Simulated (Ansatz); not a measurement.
Run report: CH6ClNOSi, geometry relaxation (part 2 of 2)

Continued. System: CH6ClNOSi, SMILES N[SiH2]C(O)Cl. Method: RKS PBE-D4/def2-SVP (Ansatz 0.2.0). The geometry: force-field start.

Geometry of the input (Å):
```
N  -1.5116  -0.0211  -0.7677
Si 0.1443  0.0850  -0.8708
C  0.9522  0.0788  0.8022
O  0.5409  -0.8211  1.7872
Cl 0.8420  1.6995  1.5130
H  -1.9379  0.0678  -1.7251
H  -1.8069  -0.8773  -0.3942
H  0.5451  -1.1009  -1.6575
H  0.4926  1.2913  -1.6461
H  2.0542  -0.1300  0.7220
H  -0.2496  -0.3289  2.2577
```

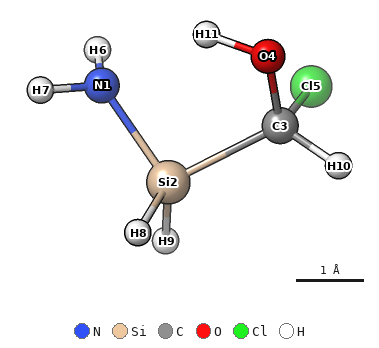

Figure 1. The geometry at step 11 of the log (ball-and-stick view, seen at a tilt; atoms are numbered from 1 in the order of the input).

Trajectory as extended XYZ, continued:
```
11
Properties=species:S:1:pos:R:3:forces:R:3 step=5 energy=-25048.08056
N    -1.4870   -0.1247   -0.5607   -0.4528  -0.2364  -0.4840
Si    0.2409    0.0251   -0.9065   -0.0314   0.0916   0.0855
C     1.0516    0.1389    0.8367   -0.2109  -0.3018   0.2257
O     0.3850   -0.7201    1.7213   -0.6858   0.4657  -0.3355
Cl    0.9863    1.9047    1.4171    0.0389  -0.0096  -0.0469
H    -2.1262    0.3869   -1.2170    0.5439  -0.5025   0.7036
H    -1.8372   -1.0964   -0.4268    0.1249   0.6306  -0.2125
H     0.8528   -1.1864   -1.5795   -0.0890   0.0312   0.0110
H     0.4639    1.2503   -1.7492   -0.0318  -0.0623   0.0323
H     2.1272   -0.1345    0.8570   -0.0644   0.0425   0.0352
H    -0.5919   -0.5008    1.6283    0.8585  -0.1490  -0.0143
11
Properties=species:S:1:pos:R:3:forces:R:3 step=6 energy=-25048.13117
N    -1.4604   -0.1900   -0.5149   -0.7945  -0.2514  -0.5816
Si    0.2536    0.0165   -0.9008    0.0894   0.0502   0.0205
C     1.0567    0.1431    0.8425   -0.2553  -0.3316   0.2569
O     0.3324   -0.6673    1.7202   -0.2359   0.3766  -0.3098
Cl    1.0255    1.9304    1.3685    0.0417   0.0429  -0.0208
H    -2.1205    0.4493   -1.0333    0.6662  -0.7802   0.6542
H    -1.8158   -1.1762   -0.5643    0.2062   0.9531  -0.0515
H     0.8531   -1.1923   -1.5899   -0.1092   0.0521   0.0320
H     0.4455    1.2483   -1.7389   -0.0198  -0.0482   0.0085
H     2.1232   -0.1564    0.8992   -0.0521   0.0454   0.0314
H    -0.6280   -0.4623    1.5322    0.4632  -0.1089  -0.0398
11
Properties=species:S:1:pos:R:3:forces:R:3 step=7 energy=-25048.18901
N    -1.4423   -0.2271   -0.4911   -0.6683  -0.1680  -0.4237
Si    0.2640    0.0064   -0.8953    0.1407   0.0646  -0.0517
C     1.0568    0.1509    0.8512   -0.1703  -0.3115   0.2196
O     0.3116   -0.6280    1.7257   -0.1021   0.2062  -0.2376
Cl    1.0353    1.9537    1.3326    0.0183   0.1235  -0.0093
H    -2.1054    0.4770   -0.8893    0.4954  -0.5928   0.4038
H    -1.8179   -1.1830   -0.6695    0.1724   0.6826   0.0766
H     0.8359   -1.2091   -1.5906   -0.0889   0.0376   0.0470
H     0.4434    1.2337   -1.7402    0.0080  -0.0312  -0.0036
H     2.1199   -0.1481    0.9380   -0.0083   0.0455  -0.0160
H    -0.6359   -0.4832    1.4491    0.2031  -0.0565  -0.0051
11
Properties=species:S:1:pos:R:3:forces:R:3 step=8 energy=-25048.22083
N    -1.4080   -0.2232   -0.4653   -0.5337  -0.1016  -0.2908
Si    0.2885   -0.0025   -0.9128    0.0552   0.0315   0.0999
C     1.0409    0.1447    0.8511    0.0408  -0.1943   0.1100
O     0.3031   -0.6340    1.7176    0.0054   0.1035  -0.1773
Cl    0.9479    1.9674    1.2945    0.0217   0.0974  -0.0006
H    -2.0678    0.5172   -0.7675    0.2835  -0.3648   0.2290
H    -1.8187   -1.1469   -0.6808    0.0835   0.3696   0.0004
H     0.8137   -1.2384   -1.6021   -0.0540   0.0105   0.0385
H     0.4900    1.2107   -1.7705    0.0090  -0.0209  -0.0043
H     2.1138   -0.1103    0.9562   -0.0141   0.0468   0.0507
H    -0.6382   -0.5415    1.4004    0.1026   0.0222  -0.0555
11
Properties=species:S:1:pos:R:3:forces:R:3 step=9 energy=-25048.25457
N    -1.4042   -0.2633   -0.4632   -0.5057   0.2072  -0.1691
Si    0.2980   -0.0165   -0.8982    0.0517   0.0054  -0.1126
C     1.0535    0.1459    0.8644    0.1687   0.1192  -0.2652
O     0.3096   -0.6172    1.7065   -0.3198  -0.1521   0.1848
Cl    0.8995    2.0020    1.2490    0.0167   0.0562   0.0260
H    -2.0484    0.5485   -0.5756    0.4259  -0.5737   0.1341
H    -1.8580   -1.1172   -0.8303    0.1492   0.3949   0.1074
H     0.7688   -1.2748   -1.5794   -0.0098  -0.0238   0.0358
H     0.5287    1.1749   -1.7775    0.0109  -0.0028  -0.0071
H     2.1337   -0.0641    1.0052   -0.0761   0.0560  -0.0139
H    -0.6159   -0.5751    1.3198    0.0882  -0.0864   0.0799
11
Properties=species:S:1:pos:R:3:forces:R:3 step=10 energy=-25048.28222
N    -1.3959   -0.2382   -0.4663   -0.0933  -0.0672  -0.0564
Si    0.3096   -0.0284   -0.9069   -0.1227  -0.0250  -0.0966
C     1.0477    0.1558    0.8488    0.0758   0.0765   0.0581
O     0.3378   -0.6430    1.6967   -0.1191  -0.1494   0.0442
Cl    0.7878    2.0036    1.2342    0.0112   0.0649  -0.0016
H    -2.0043    0.5937   -0.4622    0.1634  -0.2133   0.0338
H    -1.8883   -1.0337   -0.8938    0.0442   0.2136   0.0491
H     0.7522   -1.3326   -1.5187   -0.0363   0.0250  -0.0285
H     0.5668    1.1310   -1.8219    0.0738  -0.0228  -0.0079
H     2.1363    0.0080    1.0045   -0.0925   0.0422  -0.0240
H    -0.5845   -0.6731    1.3061    0.0954   0.0555   0.0297
11
Properties=species:S:1:pos:R:3:forces:R:3 step=11 energy=-25048.29378
N    -1.3804   -0.2466   -0.4615   -0.4335   0.1295  -0.1209
Si    0.3209   -0.0531   -0.9170   -0.1423   0.0101  -0.1286
C     1.0343    0.1707    0.8420    0.0621  -0.0802   0.1649
O     0.3635   -0.6696    1.6894   -0.0043   0.1126  -0.0060
Cl    0.6665    2.0193    1.2097    0.0010  -0.1009  -0.0302
H    -1.9431    0.6112   -0.2857    0.3377  -0.5349  -0.1604
H    -1.9262   -0.9429   -0.9996    0.1634   0.4097   0.2619
H     0.7077   -1.3803   -1.5213    0.0084   0.0509   0.0360
H     0.6555    1.0700   -1.8577    0.0069  -0.0243   0.0259
H     2.1299    0.0918    1.0088   -0.1627   0.0275  -0.0022
H    -0.5632   -0.7275    1.3136    0.1633  -0.0001  -0.0405
11
Properties=species:S:1:pos:R:3:forces:R:3 step=12 energy=-25048.30689
N    -1.3832   -0.2460   -0.4569   -0.0801  -0.0264  -0.0707
Si    0.3164   -0.0617   -0.9184   -0.0259   0.0524  -0.0318
C     1.0319    0.1696    0.8439    0.0571  -0.0418   0.0542
O     0.3674   -0.6614    1.7005   -0.0878  -0.0291  -0.0499
Cl    0.6484    2.0136    1.1870   -0.0212   0.0167  -0.0014
H    -1.9242    0.6107   -0.2706    0.1277  -0.1567  -0.0478
H    -1.9428   -0.9070   -1.0100    0.0287   0.1378   0.1024
H     0.7148   -1.3858   -1.5166   -0.0253   0.0144   0.0092
H     0.6563    1.0629   -1.8535    0.0072  -0.0193   0.0015
H     2.1255    0.1062    1.0164   -0.0870   0.0142  -0.0227
H    -0.5451   -0.7579    1.2989    0.1066   0.0379   0.0569
11
Properties=species:S:1:pos:R:3:forces:R:3 step=13 energy=-25048.27742 accepted=F
N    -1.3706   -0.2770   -0.4726   -0.1475   0.4364   0.1786
Si    0.3165   -0.0439   -0.9194    0.1449  -0.4672  -0.2496
C     1.0283    0.1714    0.8442   -0.1231  -0.0079   0.0249
O     0.3782   -0.6709    1.6969   -0.0309  -0.0120   0.0201
Cl    0.6114    2.0125    1.1939   -0.0117   0.0220  -0.0003
H    -1.8490    0.6126   -0.3004   -0.2317   0.0118   0.1481
H    -2.0016   -0.9124   -0.9688    0.2011  -0.0035  -0.1163
H     0.6751   -1.3745   -1.5196    0.1880  -0.0171  -0.0368
H     0.6953    1.0693   -1.8542   -0.1004   0.0169   0.0336
H     2.1165    0.1213    1.0160    0.1076   0.0379  -0.0047
H    -0.5348   -0.7653    1.3047    0.0037  -0.0174   0.0023
11
Properties=species:S:1:pos:R:3:forces:R:3 step=14 energy=-25048.31086
N    -1.3747   -0.2510   -0.4575   -0.0031  -0.0094  -0.0047
Si    0.3203   -0.0664   -0.9244   -0.0035  -0.0066   0.0012
C     1.0269    0.1678    0.8426    0.0144  -0.0282   0.0042
O     0.3716   -0.6693    1.6993   -0.0359   0.0103  -0.0189
Cl    0.6165    2.0091    1.1805   -0.0125   0.0140   0.0041
H    -1.8895    0.6123   -0.2541   -0.0016   0.0199   0.0117
H    -1.9607   -0.8843   -1.0081   -0.0066   0.0034  -0.0065
H     0.7158   -1.3907   -1.5211   -0.0011   0.0008  -0.0020
H     0.6638    1.0570   -1.8587    0.0070  -0.0075  -0.0046
H     2.1186    0.1189    1.0156   -0.0107   0.0113   0.0044
H    -0.5431   -0.7603    1.3066    0.0536  -0.0082   0.0111
11
Properties=species:S:1:pos:R:3:forces:R:3 step=15 energy=-25048.31206
N    -1.3747   -0.2498   -0.4609    0.0102  -0.0064   0.0127
Si    0.3212   -0.0728   -0.9259   -0.0143  -0.0005  -0.0012
C     1.0256    0.1686    0.8412    0.0011  -0.0155   0.0007
O     0.3810   -0.6739    1.7003   -0.0405   0.0053  -0.0185
Cl    0.5892    2.0068    1.1741   -0.0115   0.0138   0.0038
H    -1.8739    0.6157   -0.2295   -0.0009   0.0264   0.0058
H    -1.9746   -0.8573   -1.0254    0.0044  -0.0057  -0.0032
H     0.7125   -1.4005   -1.5165    0.0023  -0.0047  -0.0055
H     0.6743    1.0446   -1.8638    0.0103  -0.0029  -0.0056
H     2.1172    0.1376    1.0173   -0.0037   0.0030  -0.0029
H    -0.5325   -0.7760    1.3098    0.0427  -0.0127   0.0138
11
Properties=species:S:1:pos:R:3:forces:R:3 step=16 energy=-25048.31242
N    -1.3696   -0.2399   -0.4573   -0.0875   0.0008  -0.0287
Si    0.3240   -0.0819   -0.9313   -0.0028   0.0130   0.0197
C     1.0190    0.1706    0.8377    0.0108  -0.0245   0.0166
O     0.3941   -0.6853    1.6984    0.0127   0.0083  -0.0275
Cl    0.5315    2.0017    1.1660    0.0059  -0.0091  -0.0047
H    -1.8424    0.6357   -0.2005    0.0281  -0.0443  -0.0058
H    -1.9925   -0.8193   -1.0289    0.0428   0.0302   0.0210
H     0.7056   -1.4169   -1.5120    0.0021  -0.0067   0.0006
H     0.6996    1.0223   -1.8773   -0.0052   0.0004   0.0019
H     2.1104    0.1702    1.0179   -0.0101   0.0074   0.0056
H    -0.5144   -0.8141    1.3080    0.0032   0.0246   0.0014
11
Properties=species:S:1:pos:R:3:forces:R:3 step=17 energy=-25048.31279
N    -1.3731   -0.2432   -0.4590    0.0126   0.0076   0.0072
Si    0.3217   -0.0803   -0.9290    0.0104   0.0026   0.0012
C     1.0220    0.1695    0.8383   -0.0056  -0.0008  -0.0145
O     0.3941   -0.6840    1.6975   -0.0098  -0.0047   0.0165
Cl    0.5424    2.0022    1.1670    0.0007   0.0002   0.0017
H    -1.8492    0.6294   -0.2032   -0.0036  -0.0010  -0.0023
H    -1.9878   -0.8234   -1.0359   -0.0056  -0.0036  -0.0019
H     0.7054   -1.4147   -1.5105    0.0001   0.0000  -0.0023
H     0.6937    1.0259   -1.8738   -0.0032  -0.0006  -0.0004
H     2.1130    0.1650    1.0189    0.0031   0.0021  -0.0042
H    -0.5170   -0.8032    1.3105    0.0009  -0.0018  -0.0009
```

Summary:

```tsv
quantity	value
outcome	converged
total energy	−25048.3128 eV
mean-field energy	−25048.0462 eV
dispersion energy	−0.2666 eV
SCF solution under orbital rotations	stable
largest force (length of the vector) at the end	0.020 eV/Å
dipole moment	3.00 D
hardware	4 threads of Arm Neoverse V2, 23 GiB of memory available, shared host
wall time	24 s (CPU time 87 s)
peak memory	0.19 GiB
```
